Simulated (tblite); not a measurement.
Run report: C4H9PSi, geometry relaxation (part 2 of 2)

Continued. System: C4H9PSi, SMILES CCC#C[SiH2]P. Method: GFN2-xTB geometry optimisation, gas phase (tblite 0.8.0). 

Geometry of the input (Å):
```
C  2.3025  1.1667  0.3283
C  1.8893  0.1920  -0.7686
C  0.5262  -0.2911  -0.5639
C  -0.6100  -0.6682  -0.4190
Si -2.3626  -1.2718  -0.1460
P  -3.1395  -0.2690  1.6691
H  2.2379  0.7098  1.3167
H  3.3273  1.5183  0.1767
H  1.6424  2.0435  0.3321
H  2.5798  -0.6649  -0.7478
H  1.9838  0.6691  -1.7393
H  -2.4087  -2.7413  0.0598
H  -3.2330  -0.8980  -1.2896
H  -2.7190  1.0401  1.3292
H  -2.0208  -0.5272  2.4981
```

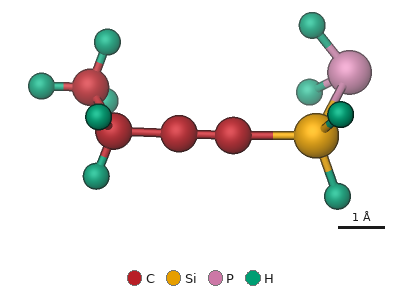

Figure 1. The geometry at step 24 of the log (ball-and-stick view, seen at a tilt).

Trajectory as extended XYZ, continued:
```
15
Properties=species:S:1:pos:R:3:forces:R:3 step=17 energy=-471.62878
C     2.2875    1.1729    0.3374   -0.0060  -0.0300  -0.0180
C     1.8830    0.1833   -0.7572   -0.0030   0.0050  -0.0300
C     0.5263   -0.2945   -0.5852    0.0350   0.0050   0.0030
C    -0.6003   -0.7078   -0.4594   -0.0120   0.0070   0.0090
Si   -2.3346   -1.2553   -0.1493    0.0050  -0.0040  -0.0080
P    -3.1586   -0.2624    1.6910   -0.0160   0.0000   0.0080
H     2.2290    0.7033    1.3166   -0.0120   0.0010   0.0050
H     3.3094    1.5073    0.1728   -0.0020   0.0090   0.0090
H     1.6317    2.0405    0.3302   -0.0100  -0.0060   0.0020
H     2.5581   -0.6777   -0.7490    0.0120  -0.0010   0.0050
H     1.9590    0.6636   -1.7376    0.0100   0.0040  -0.0040
H    -2.3530   -2.7040    0.0826   -0.0030   0.0120  -0.0010
H    -3.1824   -0.8599   -1.2797    0.0080  -0.0050   0.0090
H    -2.7167    1.0028    1.3523   -0.0020   0.0000   0.0080
H    -2.0428   -0.5042    2.4701   -0.0030   0.0040   0.0020
15
Properties=species:S:1:pos:R:3:forces:R:3 step=18 energy=-471.62890
C     2.2864    1.1723    0.3374   -0.0030  -0.0290  -0.0230
C     1.8837    0.1828   -0.7583   -0.0040   0.0050  -0.0250
C     0.5269   -0.2949   -0.5863    0.0350   0.0020   0.0030
C    -0.6001   -0.7066   -0.4585   -0.0020   0.0060   0.0050
Si   -2.3340   -1.2548   -0.1488    0.0110  -0.0070  -0.0150
P    -3.1583   -0.2628    1.6902   -0.0340   0.0020   0.0230
H     2.2278    0.7020    1.3165   -0.0150   0.0050  -0.0010
H     3.3081    1.5075    0.1736    0.0010   0.0090   0.0100
H     1.6303    2.0399    0.3296   -0.0080  -0.0130   0.0050
H     2.5595   -0.6781   -0.7494    0.0040   0.0090   0.0020
H     1.9595    0.6638   -1.7386    0.0130  -0.0010   0.0030
H    -2.3517   -2.7033    0.0836   -0.0040   0.0090  -0.0020
H    -3.1808   -0.8586   -1.2794    0.0040  -0.0060   0.0060
H    -2.7179    1.0031    1.3535    0.0010   0.0040   0.0050
H    -2.0438   -0.5042    2.4706    0.0030   0.0030   0.0040
15
Properties=species:S:1:pos:R:3:forces:R:3 step=19 energy=-471.62907
C     2.2848    1.1711    0.3371    0.0020  -0.0160  -0.0200
C     1.8847    0.1820   -0.7601    0.0000   0.0030  -0.0110
C     0.5281   -0.2956   -0.5879    0.0220  -0.0040   0.0020
C    -0.5996   -0.7048   -0.4572    0.0150   0.0060  -0.0020
Si   -2.3330   -1.2542   -0.1484    0.0140  -0.0030  -0.0140
P    -3.1586   -0.2632    1.6896   -0.0460   0.0050   0.0340
H     2.2258    0.7003    1.3161   -0.0180   0.0080  -0.0110
H     3.3064    1.5078    0.1749    0.0030   0.0070   0.0100
H     1.6283    2.0387    0.3287   -0.0060  -0.0240   0.0070
H     2.5615   -0.6785   -0.7500   -0.0060   0.0180  -0.0040
H     1.9606    0.6640   -1.7400    0.0150  -0.0060   0.0060
H    -2.3501   -2.7021    0.0849   -0.0050   0.0030  -0.0030
H    -3.1785   -0.8570   -1.2789   -0.0020  -0.0060  -0.0010
H    -2.7196    1.0036    1.3552    0.0040   0.0050   0.0020
H    -2.0452   -0.5041    2.4715    0.0070   0.0030   0.0050
15
Properties=species:S:1:pos:R:3:forces:R:3 step=20 energy=-471.62927
C     2.2829    1.1693    0.3363    0.0090   0.0060  -0.0100
C     1.8860    0.1812   -0.7626    0.0080   0.0010   0.0070
C     0.5299   -0.2966   -0.5899    0.0020  -0.0110   0.0000
C    -0.5987   -0.7023   -0.4554    0.0320   0.0040  -0.0090
Si   -2.3313   -1.2535   -0.1480    0.0120   0.0070  -0.0020
P    -3.1596   -0.2637    1.6894   -0.0450   0.0070   0.0380
H     2.2229    0.6982    1.3155   -0.0190   0.0080  -0.0210
H     3.3041    1.5084    0.1767    0.0050   0.0040   0.0090
H     1.6256    2.0367    0.3276   -0.0050  -0.0320   0.0070
H     2.5640   -0.6786   -0.7508   -0.0120   0.0220  -0.0120
H     1.9622    0.6643   -1.7417    0.0170  -0.0080   0.0030
H    -2.3481   -2.7007    0.0865   -0.0050  -0.0060  -0.0050
H    -3.1757   -0.8551   -1.2782   -0.0090  -0.0060  -0.0100
H    -2.7218    1.0042    1.3575    0.0040   0.0030   0.0000
H    -2.0470   -0.5039    2.4726    0.0050   0.0020   0.0050
15
Properties=species:S:1:pos:R:3:forces:R:3 step=21 energy=-471.62949
C     2.2810    1.1675    0.3354    0.0140   0.0260   0.0040
C     1.8876    0.1803   -0.7652    0.0170   0.0000   0.0200
C     0.5322   -0.2977   -0.5921   -0.0160  -0.0150  -0.0020
C    -0.5972   -0.6995   -0.4537    0.0360  -0.0020  -0.0140
Si   -2.3293   -1.2524   -0.1476    0.0030   0.0180   0.0160
P    -3.1616   -0.2640    1.6900   -0.0280   0.0080   0.0320
H     2.2194    0.6961    1.3143   -0.0180   0.0040  -0.0250
H     3.3018    1.5091    0.1789    0.0090   0.0010   0.0070
H     1.6225    2.0340    0.3266   -0.0070  -0.0310   0.0040
H     2.5666   -0.6785   -0.7520   -0.0100   0.0180  -0.0190
H     1.9643    0.6643   -1.7435    0.0180  -0.0080  -0.0030
H    -2.3461   -2.6991    0.0881   -0.0030  -0.0120  -0.0060
H    -3.1727   -0.8532   -1.2776   -0.0130  -0.0060  -0.0170
H    -2.7240    1.0048    1.3600    0.0000  -0.0020  -0.0010
H    -2.0489   -0.5036    2.4738   -0.0010   0.0010   0.0030
15
Properties=species:S:1:pos:R:3:forces:R:3 step=22 energy=-471.62970
C     2.2794    1.1660    0.3344    0.0160   0.0340   0.0140
C     1.8894    0.1797   -0.7674    0.0190   0.0020   0.0230
C     0.5347   -0.2989   -0.5942   -0.0210  -0.0120  -0.0030
C    -0.5955   -0.6971   -0.4522    0.0250  -0.0110  -0.0160
Si   -2.3272   -1.2510   -0.1469   -0.0110   0.0240   0.0300
P    -3.1641   -0.2642    1.6912   -0.0050   0.0080   0.0180
H     2.2157    0.6941    1.3128   -0.0130  -0.0030  -0.0200
H     3.2998    1.5098    0.1811    0.0140   0.0010   0.0050
H     1.6193    2.0309    0.3258   -0.0120  -0.0190   0.0000
H     2.5689   -0.6781   -0.7534   -0.0020   0.0060  -0.0210
H     1.9666    0.6642   -1.7452    0.0180  -0.0060  -0.0080
H    -2.3444   -2.6977    0.0894   -0.0020  -0.0100  -0.0080
H    -3.1702   -0.8517   -1.2773   -0.0120  -0.0070  -0.0170
H    -2.7261    1.0052    1.3625   -0.0060  -0.0070   0.0000
H    -2.0507   -0.5031    2.4749   -0.0090   0.0000   0.0030
15
Properties=species:S:1:pos:R:3:forces:R:3 step=23 energy=-471.62988
C     2.2784    1.1653    0.3338    0.0120   0.0270   0.0150
C     1.8912    0.1793   -0.7689    0.0150   0.0040   0.0130
C     0.5368   -0.3001   -0.5961   -0.0140  -0.0030  -0.0040
C    -0.5938   -0.6953   -0.4513    0.0040  -0.0210  -0.0130
Si   -2.3257   -1.2494   -0.1457   -0.0210   0.0210   0.0320
P    -3.1665   -0.2642    1.6928    0.0140   0.0060   0.0050
H     2.2123    0.6924    1.3112   -0.0060  -0.0100  -0.0080
H     3.2985    1.5106    0.1831    0.0170   0.0040   0.0040
H     1.6163    2.0280    0.3250   -0.0160  -0.0010  -0.0030
H     2.5709   -0.6776   -0.7550    0.0100  -0.0060  -0.0190
H     1.9690    0.6639   -1.7466    0.0150  -0.0030  -0.0090
H    -2.3431   -2.6967    0.0903    0.0000  -0.0020  -0.0090
H    -3.1683   -0.8508   -1.2773   -0.0070  -0.0090  -0.0100
H    -2.7280    1.0053    1.3645   -0.0100  -0.0080   0.0000
H    -2.0524   -0.5027    2.4759   -0.0130  -0.0010   0.0050
15
Properties=species:S:1:pos:R:3:forces:R:3 step=24 energy=-471.63003
C     2.2779    1.1651    0.3335    0.0050   0.0110   0.0090
C     1.8928    0.1792   -0.7700    0.0060   0.0040   0.0000
C     0.5384   -0.3010   -0.5977   -0.0020   0.0050  -0.0030
C    -0.5925   -0.6944   -0.4508   -0.0130  -0.0260  -0.0100
Si   -2.3249   -1.2478   -0.1442   -0.0220   0.0120   0.0210
P    -3.1683   -0.2641    1.6941    0.0190   0.0030  -0.0030
H     2.2095    0.6909    1.3098    0.0010  -0.0120   0.0040
H     3.2978    1.5113    0.1848    0.0160   0.0080   0.0050
H     1.6136    2.0257    0.3245   -0.0150   0.0150  -0.0060
H     2.5726   -0.6773   -0.7567    0.0170  -0.0130  -0.0130
H     1.9712    0.6635   -1.7478    0.0120  -0.0010  -0.0040
H    -2.3421   -2.6959    0.0908    0.0000   0.0090  -0.0090
H    -3.1669   -0.8502   -1.2775   -0.0010  -0.0100   0.0000
H    -2.7296    1.0054    1.3662   -0.0120  -0.0040   0.0010
H    -2.0540   -0.5024    2.4768   -0.0120  -0.0020   0.0090
15
Properties=species:S:1:pos:R:3:forces:R:3 step=25 energy=-471.63014
C     2.2776    1.1652    0.3334   -0.0020  -0.0050   0.0000
C     1.8941    0.1791   -0.7707   -0.0030   0.0010  -0.0100
C     0.5394   -0.3016   -0.5989    0.0060   0.0100  -0.0020
C    -0.5917   -0.6943   -0.4507   -0.0170  -0.0250  -0.0070
Si   -2.3247   -1.2464   -0.1428   -0.0140   0.0020   0.0040
P    -3.1693   -0.2639    1.6951    0.0120   0.0010  -0.0040
H     2.2074    0.6896    1.3088    0.0070  -0.0090   0.0100
H     3.2976    1.5119    0.1861    0.0080   0.0100   0.0070
H     1.6114    2.0242    0.3239   -0.0080   0.0200  -0.0060
H     2.5742   -0.6773   -0.7582    0.0160  -0.0110  -0.0070
H     1.9731    0.6632   -1.7488    0.0080   0.0000   0.0010
H    -2.3413   -2.6951    0.0910    0.0000   0.0170  -0.0080
H    -3.1659   -0.8499   -1.2777    0.0030  -0.0100   0.0080
H    -2.7310    1.0054    1.3674   -0.0100   0.0020   0.0000
H    -2.0553   -0.5022    2.4777   -0.0070  -0.0020   0.0130
15
Properties=species:S:1:pos:R:3:forces:R:3 step=26 energy=-471.63022
C     2.2774    1.1653    0.3334   -0.0060  -0.0120  -0.0050
C     1.8950    0.1790   -0.7713   -0.0060  -0.0030  -0.0110
C     0.5398   -0.3019   -0.5997    0.0050   0.0090  -0.0020
C    -0.5913   -0.6946   -0.4509   -0.0090  -0.0190  -0.0070
Si   -2.3249   -1.2454   -0.1417   -0.0020  -0.0040  -0.0090
P    -3.1697   -0.2638    1.6956    0.0020  -0.0010  -0.0010
H     2.2062    0.6886    1.3083    0.0090  -0.0040   0.0080
H     3.2976    1.5125    0.1871   -0.0020   0.0090   0.0090
H     1.6098    2.0236    0.3235    0.0020   0.0150  -0.0050
H     2.5754   -0.6775   -0.7593    0.0100  -0.0050  -0.0020
H     1.9745    0.6631   -1.7495    0.0050   0.0000   0.0050
H    -2.3407   -2.6943    0.0910   -0.0020   0.0170  -0.0060
H    -3.1652   -0.8498   -1.2777    0.0020  -0.0080   0.0100
H    -2.7321    1.0055    1.3681   -0.0060   0.0070   0.0000
H    -2.0563   -0.5022    2.4786   -0.0020  -0.0020   0.0160
15
Properties=species:S:1:pos:R:3:forces:R:3 step=27 energy=-471.63027
C     2.2772    1.1652    0.3334   -0.0070  -0.0110  -0.0060
C     1.8955    0.1788   -0.7719   -0.0050  -0.0050  -0.0060
C     0.5400   -0.3020   -0.6002    0.0010   0.0040  -0.0020
C    -0.5910   -0.6952   -0.4511    0.0030  -0.0120  -0.0070
Si   -2.3251   -1.2448   -0.1412    0.0080  -0.0030  -0.0130
P    -3.1698   -0.2638    1.6959   -0.0050  -0.0020   0.0020
H     2.2056    0.6879    1.3082    0.0090   0.0010   0.0030
H     3.2976    1.5131    0.1880   -0.0100   0.0060   0.0080
H     1.6089    2.0234    0.3231    0.0100   0.0050  -0.0030
H     2.5764   -0.6777   -0.7601    0.0020   0.0020   0.0010
H     1.9755    0.6631   -1.7499    0.0030   0.0010   0.0050
H    -2.3403   -2.6935    0.0909   -0.0030   0.0110  -0.0040
H    -3.1647   -0.8498   -1.2775   -0.0020  -0.0060   0.0080
H    -2.7330    1.0057    1.3686   -0.0040   0.0090   0.0010
H    -2.0570   -0.5022    2.4795    0.0000   0.0000   0.0150
15
Properties=species:S:1:pos:R:3:forces:R:3 step=28 energy=-471.63031
C     2.2768    1.1650    0.3333   -0.0050  -0.0050  -0.0030
C     1.8958    0.1785   -0.7724   -0.0010  -0.0040   0.0010
C     0.5402   -0.3020   -0.6007   -0.0030  -0.0010  -0.0040
C    -0.5907   -0.6959   -0.4515    0.0140  -0.0050  -0.0080
Si   -2.3250   -1.2444   -0.1410    0.0130   0.0000  -0.0100
P    -3.1700   -0.2638    1.6962   -0.0060  -0.0020   0.0020
H     2.2053    0.6873    1.3081    0.0070   0.0050  -0.0020
H     3.2973    1.5136    0.1888   -0.0150   0.0020   0.0060
H     1.6083    2.0234    0.3227    0.0140  -0.0040  -0.0020
H     2.5773   -0.6778   -0.7607   -0.0050   0.0060   0.0020
H     1.9764    0.6630   -1.7502    0.0000   0.0010   0.0020
H    -2.3400   -2.6927    0.0908   -0.0040   0.0020  -0.0020
H    -3.1643   -0.8500   -1.2772   -0.0060  -0.0030   0.0030
H    -2.7339    1.0060    1.3691   -0.0030   0.0080   0.0020
H    -2.0576   -0.5023    2.4806    0.0000   0.0010   0.0130
15
Properties=species:S:1:pos:R:3:forces:R:3 step=29 energy=-471.63035
C     2.2764    1.1646    0.3331   -0.0020   0.0010   0.0010
C     1.8961    0.1782   -0.7729    0.0030  -0.0020   0.0050
C     0.5404   -0.3020   -0.6013   -0.0030  -0.0050  -0.0050
C    -0.5903   -0.6967   -0.4519    0.0180  -0.0010  -0.0080
Si   -2.3247   -1.2439   -0.1409    0.0120   0.0030  -0.0030
P    -3.1704   -0.2638    1.6965   -0.0020  -0.0010   0.0000
H     2.2050    0.6868    1.3079    0.0030   0.0060  -0.0040
H     3.2967    1.5142    0.1897   -0.0130  -0.0010   0.0020
H     1.6079    2.0232    0.3223    0.0120  -0.0090   0.0000
H     2.5781   -0.6778   -0.7612   -0.0080   0.0060   0.0030
H     1.9772    0.6630   -1.7504   -0.0010   0.0020  -0.0010
H    -2.3399   -2.6918    0.0906   -0.0040  -0.0060   0.0000
H    -3.1641   -0.8502   -1.2769   -0.0090   0.0000  -0.0020
H    -2.7347    1.0064    1.3696   -0.0030   0.0040   0.0040
H    -2.0582   -0.5022    2.4817   -0.0030   0.0030   0.0090
15
Properties=species:S:1:pos:R:3:forces:R:3 step=30 energy=-471.63038
C     2.2760    1.1642    0.3329    0.0010   0.0040   0.0040
C     1.8964    0.1780   -0.7734    0.0060   0.0020   0.0050
C     0.5407   -0.3021   -0.6020    0.0000  -0.0070  -0.0060
C    -0.5896   -0.6973   -0.4524    0.0140   0.0010  -0.0070
Si   -2.3242   -1.2435   -0.1409    0.0070   0.0040   0.0020
P    -3.1707   -0.2638    1.6968    0.0040   0.0000  -0.0030
H     2.2048    0.6864    1.3077    0.0000   0.0040  -0.0030
H     3.2960    1.5146    0.1906   -0.0060  -0.0030  -0.0020
H     1.6078    2.0229    0.3219    0.0060  -0.0080   0.0010
H     2.5786   -0.6777   -0.7617   -0.0070   0.0030   0.0040
H     1.9780    0.6631   -1.7506   -0.0020   0.0030  -0.0030
H    -2.3398   -2.6912    0.0904   -0.0030  -0.0100   0.0010
H    -3.1640   -0.8504   -1.2766   -0.0100   0.0020  -0.0040
H    -2.7355    1.0068    1.3701   -0.0030   0.0010   0.0050
H    -2.0589   -0.5021    2.4829   -0.0060   0.0040   0.0050
15
Properties=species:S:1:pos:R:3:forces:R:3 step=31 energy=-471.63040
C     2.2757    1.1640    0.3328    0.0030   0.0040   0.0040
C     1.8967    0.1779   -0.7736    0.0050   0.0050   0.0020
C     0.5412   -0.3022   -0.6026    0.0050  -0.0060  -0.0060
C    -0.5890   -0.6978   -0.4528    0.0060   0.0000  -0.0050
Si   -2.3236   -1.2431   -0.1409    0.0020   0.0010   0.0030
P    -3.1709   -0.2638    1.6970    0.0070   0.0000  -0.0050
H     2.2046    0.6862    1.3074   -0.0030   0.0010   0.0010
H     3.2954    1.5149    0.1911    0.0020  -0.0030  -0.0050
H     1.6077    2.0225    0.3216   -0.0010  -0.0030   0.0010
H     2.5789   -0.6776   -0.7619   -0.0040  -0.0010   0.0040
H     1.9785    0.6631   -1.7508   -0.0020   0.0040  -0.0030
H    -2.3399   -2.6909    0.0903   -0.0030  -0.0090   0.0010
H    -3.1641   -0.8505   -1.2765   -0.0080   0.0030  -0.0020
H    -2.7361    1.0072    1.3706   -0.0030  -0.0010   0.0060
H    -2.0594   -0.5019    2.4839   -0.0070   0.0050   0.0030
```

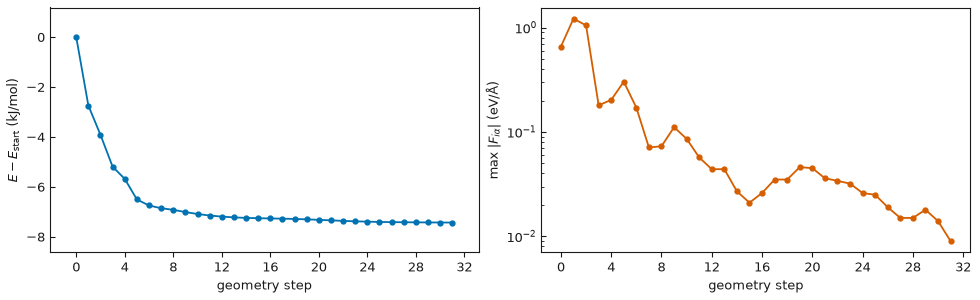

Figure 2. Progress of the relaxation, step by step (steps are counted from 0).

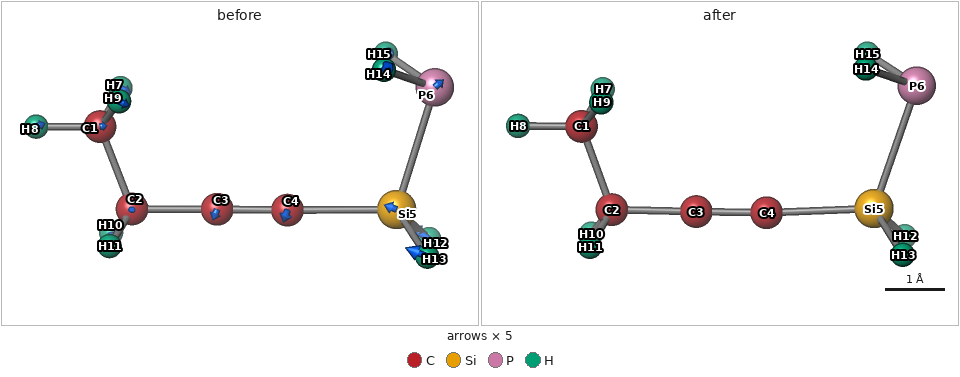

Figure 3. Before (left) and after (right) the relaxation, at one scale (ball-and-stick view, seen at a tilt). The blue arrows give the displacements, magnified 5 times. H12 moves most after the best rigid fit: 0.091 Å. Largest moves by element: H 0.091 Å, C 0.050 Å, Si 0.049 Å, P 0.042 Å. Distances before and after: P6–H14 1.416 → 1.382 Å, Si5–P6 2.214 → 2.248 Å, C4–Si5 1.874 → 1.845 Å, Si5–H12 1.485 → 1.466 Å. Among the angles that change: C4–Si5–P6 107.6° → 111.3°, H12–Si5–H13 109.7° → 112.3°, C4–Si5–H12 111.6° → 109.2°. Over 31 geometry steps the energy falls by 7.43 kJ/mol. The largest force component goes from 0.66 to 0.009 eV/Å. (Atoms are counted from 1 in the order of the input.)
